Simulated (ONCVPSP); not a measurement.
**Pseudopotential generation for F**

Fluorine (F, Z = 9), core [He], reference valence 2s2 2p3.5 (an ion of charge +1.5), valence charge 7. Computed at this level: ONCV potential, PBE, non-relativistic, made with ONCVPSP 4.0.1.

### Input file
```
# ATOM AND REFERENCE CONFIGURATION
# atsym  z   nc   nv     iexc    psfile
  F 9.00    1    2        4      upf
#
#   n    l    f
    1    0    2.00
    2    0    2.00
    2    1    3.50
#
# PSEUDOPOTENTIAL AND OPTIMIZATION
# lmax
    2
#
#   l,   rc,      ep,       ncon, nbas, qcut
    0    0.80    0.00    4    8    8.90
    1    0.90    0.00    5    9   14.30
    2    0.80    0.17    4    7   10.00
#
# LOCAL POTENTIAL
# lloc, lpopt,  rc(5),   dvloc0
    2    5    0.80    0.00
#
# VANDERBILT-KLEINMAN-BYLANDER PROJECTORs
# l, nproj, debl
    0    1    1.50
    1    2    3.60
    2    0    0.80
#
# MODEL CORE CHARGE
# icmod, fcfact, rcfact
    0    0.00    0.00
#
# LOG DERIVATIVE ANALYSIS
# epsh1, epsh2, depsh
   -4.00    5.00    0.02
#
# OUTPUT GRID
# rlmax, drl
    6.00    0.01
#
# TEST CONFIGURATIONS
# ncnf
    4
# nvcnf
#   n    l    f
    2
    2    0    2.00
    2    1    5.00
#
    2
    2    0    2.00
    2    1    4.00
#
    2
    2    0    2.00
    2    1    3.00
#
    2
    2    0    2.00
    2    1    4.50
#
```

The log's header says scalar-relativistic, as this program prints it for non-relativistic runs too.

Hardware: 1 CPU thread, shared host.

Launched with:
```bash
oncvpspnr.x < F.dat > F.out
```

### Log (extracts)
```
ONCVPSP  (Optimized Norm-Conservinng Vanderbilt PSeudopotential)
scalar-relativistic version 4.0.1

#   n    l    f        energy (Ha)
    1    0    2.00    -2.5570828E+01
    2    0    2.00    -2.1037580E+00
    2    1    3.50    -1.4060316E+00

Reference configufation results
  iterations    23
  all-electron total energy (Ha)   -9.83272447D+01

Begin loop to  construct optimized pseudo wave functions
and semi-local pseudopoentials for all angular momenta

Calculating optimized projector #   1

 for l=   0

    Fraction of norm inside rc  0.418487
    Optimizing pswf for qcut=   8.91 a_B^-1,  ecut=  39.71 Ha
    Residual kinetic energy error=  2.71D-03 Ha

    Energy error per electron        Cutoff
         Ha          eV             Ha
         0.01000     0.27211       31.20
         0.00100     0.02721       75.32
         0.00010     0.00272      250.58
         0.00001     0.00027      294.11

   Wellstate for l =  1  n =  4
     eigenvalue =   2.1940
     asymptotic potential =   2.6940
     half-point radius =  2.4312

Calculating optimized projector #   1

 for l=   1

    Fraction of norm inside rc  0.547786
    Optimizing pswf for qcut=  14.28 a_B^-1,  ecut= 101.98 Ha
    Residual kinetic energy error=  2.25D-05 Ha

    Energy error per electron        Cutoff
         Ha          eV             Ha
         0.01000     0.27211       59.68
         0.00100     0.02721       78.11
         0.00010     0.00272       92.54
         0.00001     0.00027      141.70

Calculating optimized projector #   2

 for l=   1

    Fraction of norm inside rc  0.049834
    Optimizing pswf for qcut=  14.28 a_B^-1,  ecut= 101.98 Ha
    Residual kinetic energy error=  1.75D-05 Ha

    Energy error per electron        Cutoff
         Ha          eV             Ha
         0.01000     0.27211       50.80
         0.00100     0.02721       73.15
         0.00010     0.00272       90.53
         0.00001     0.00027      107.40

   Wellstate for l =  2  n =  3
     eigenvalue =   0.1700
     asymptotic potential =   0.6700
     half-point radius =  3.2083

Calculating optimized projector #   1

 for l=   2

    Fraction of norm inside rc  0.005919
    Optimizing pswf for qcut=  10.01 a_B^-1,  ecut=  50.07 Ha
    Residual kinetic energy error=  2.91D-05 Ha

    Energy error per electron        Cutoff
         Ha          eV             Ha
         0.01000     0.27211        8.10
         0.00100     0.02721       21.00
         0.00010     0.00272       39.46
         0.00001     0.00027       64.46

Construct Vanderbilt / Kleinmman-Bylander projectors

B matrix Hermiticity error, ll=   1
   1   2    1.0437E-10

  Orthonormal projector coefficients -7.8861E+00 -1.3086E+00

Pseudoatom total energy  -22.767696

Diagnostic tests using Vanderbilt-Kleinman-Bylander pseudopotentials
  1 or more projectors used as specified by nproj input data

   l    rcore       rmatch      e in        delta e   norm test  slope test

   0   0.8037126   0.8281151  -2.1037580   0.0000000   1.0000000   1.0000001

   1   0.9004558   0.9277956  -1.4060316   0.0000000   1.0000000   1.0000000
   1   0.9004558   0.9277956   2.1939684   0.0000000   1.0000000   1.0000000

   2   0.8037126   0.8281151   0.1700000  -0.0000000   1.0000000   1.0000000

 Testing for bound ghosts
   n   l    E NL Schr. Eq   E Basis Diag.   E Cutoff

   1   0       -2.103758       -2.074017    289.26

   2   1       -1.406032       -1.385347    486.13

 Testing for highly-localized positive-energy ghosts
       l    <radius>/rc     E Basis Diag.   E Cutoff

Test configuration 0

   n   l     f        eae           eps        diff
   1   0  2.0000  -25.57082827
   2   0  2.0000   -2.10375797   -2.10375793    3.90D-08
   2   1  3.5000   -1.40603158   -1.40603158    0.00D+00

    Total energies and differences
      AE_ref= -9.83272447D+01  AE_tst= -9.83272447D+01  dif=  0.00D+00
      PS_ref= -2.27676960D+01  PS_tst= -2.27676960D+01  dif= -1.07D-14
      PSP excitation error=  1.07D-14

Test configuration 1

   n   l     f        eae           eps        diff
   1   0  2.0000  -24.35165698
   2   0  2.0000   -1.09585264   -1.09532700    5.26D-04
   2   1  5.0000   -0.40870435   -0.40904054   -3.36D-04

    Total energies and differences
      AE_ref= -9.83272447D+01  AE_tst= -9.96506351D+01  dif= -1.32D+00
      PS_ref= -2.27676960D+01  PS_tst= -2.40916004D+01  dif= -1.32D+00
      PSP excitation error=  5.14D-04

Test configuration 2

   n   l     f        eae           eps        diff
   1   0  2.0000  -25.11422266
   2   0  2.0000   -1.73826394   -1.73814808    1.16D-04
   2   1  4.0000   -1.04068145   -1.04104806   -3.67D-04

    Total energies and differences
      AE_ref= -9.83272447D+01  AE_tst= -9.89376474D+01  dif= -6.10D-01
      PS_ref= -2.27676960D+01  PS_tst= -2.33782064D+01  dif= -6.11D-01
      PSP excitation error=  1.08D-04

Test configuration 3

   n   l     f        eae           eps        diff
   1   0  2.0000  -26.07448263
   2   0  2.0000   -2.49500013   -2.49496811    3.20D-05
   2   1  3.0000   -1.80105069   -1.80018967    8.61D-04

    Total energies and differences
      AE_ref= -9.83272447D+01  AE_tst= -9.75266737D+01  dif=  8.01D-01
      PS_ref= -2.27676960D+01  PS_tst= -2.19673147D+01  dif=  8.00D-01
      PSP excitation error=  1.90D-04

Test configuration 4

   n   l     f        eae           eps        diff
   1   0  2.0000  -24.70674614
   2   0  2.0000   -1.40103159   -1.40072350    3.08D-04
   2   1  4.5000   -0.70715422   -0.70758751   -4.33D-04

    Total energies and differences
      AE_ref= -9.83272447D+01  AE_tst= -9.93732243D+01  dif= -1.05D+00
      PS_ref= -2.27676960D+01  PS_tst= -2.38139926D+01  dif= -1.05D+00
      PSP excitation error=  3.17D-04
```

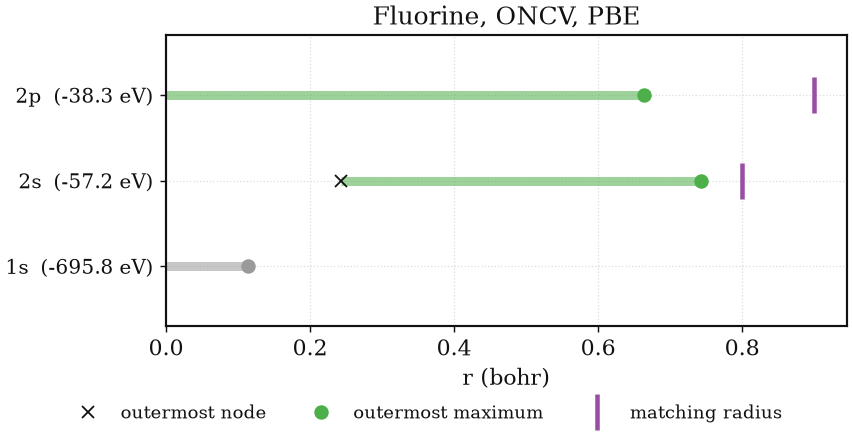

*Outer shells of the all-electron reference atom: each bar runs from the outermost node (or the nucleus) to the outermost maximum of u(r); the tick is the radius chosen for the pseudo-wave. Shells without a tick have no pseudo-wave of their own. Levels, nodes and maxima are from ld1.x, non-relativistic.*

- Radii against the shells: 2s: 0.80 bohr, outside the maximum; 2p: 0.90 bohr, outside the maximum.

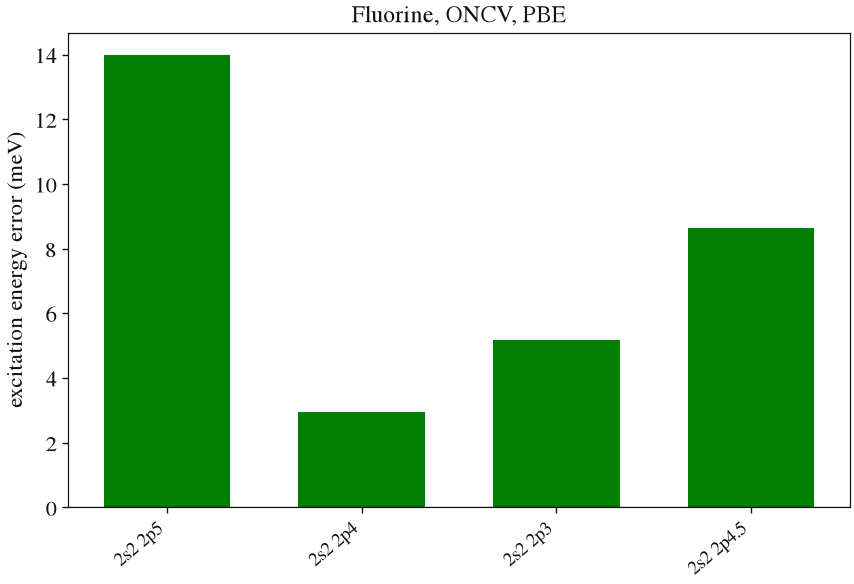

*Errors, all-electron minus pseudo, of the energies of valence configurations relative to the unpolarised reference 2s2 2p3.5.*

- Worst configuration: 2s2 2p5 (neutral): the error is +14 meV on an all-electron energy of -36.01 eV relative to the reference, or 0.039 %.
- Errors in meV: 2s2 2p5: +14; 2s2 2p4: +2.9; 2s2 2p3: +5.2; 2s2 2p4.5: +8.6.

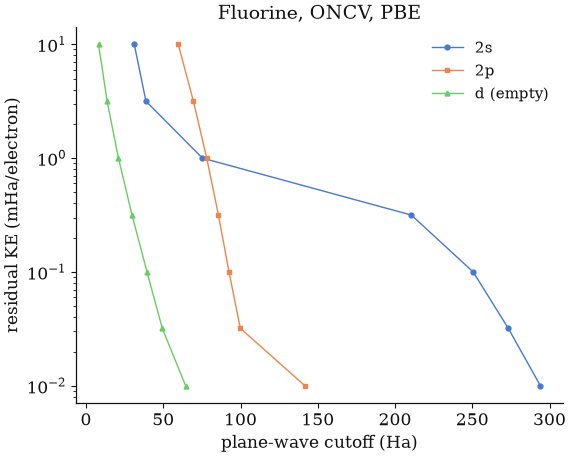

*Residual kinetic energy of the pseudo-waves (the first of each channel, and further valence shells) beyond the plane-wave cutoff, as the generator prints it.*

- Cutoffs for the occupied states: 78 Ha for 1 mHa and 251 Ha for 0.1 mHa per electron. The first is set by 2p.
- Cutoffs for 1 mHa per electron: 2p: 78 Ha; 2s: 75 Ha; d (empty): 21 Ha.

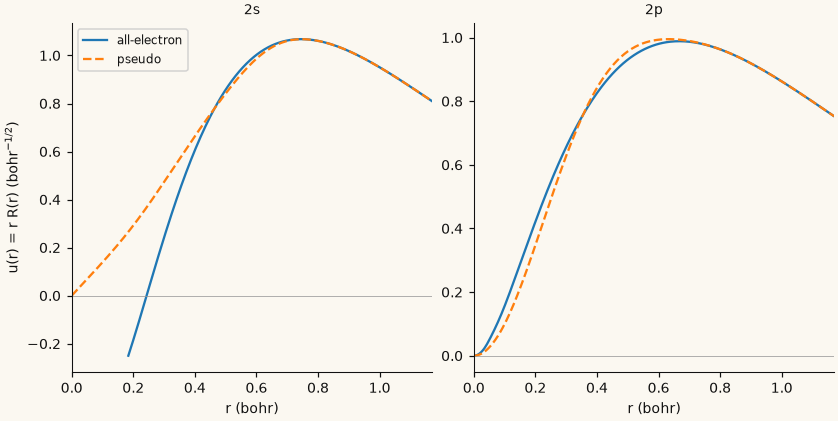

*All-electron valence functions (solid) with their pseudo partners (dashed). The innermost oscillations of some all-electron curves aren't drawn. Reference configuration 2s2 2p3.5.*

- Matching radii: 2s at 0.80 bohr; 2p at 0.90 bohr. The curves merge smoothly, so the plot gives these only roughly.
- Nodes of the pseudo-waves: 2s has no node; 2p has no node.

### Key numbers

- outcome: generated
- cutoffs needed: 78 Ha and 251 Ha (the cutoffs at which the residual kinetic energy of the hardest occupied pseudo-wave falls to 1 and 0.1 mHa per electron)
- ghost test: no bound ghost flagged; no localised positive-energy state flagged
- largest excitation error: +14 meV (all-electron minus pseudo) for 2s2 2p5, out of 4 test configurations
- range over which the phases arctan(r R′/R) at the test radius agree within 0.05 rad (a looser test near the poles than one of phase shifts): s: over the whole range computed; p: over the whole range computed; d: over the whole range computed; f: not judged, local potential alone
- wall time: 2.4 s
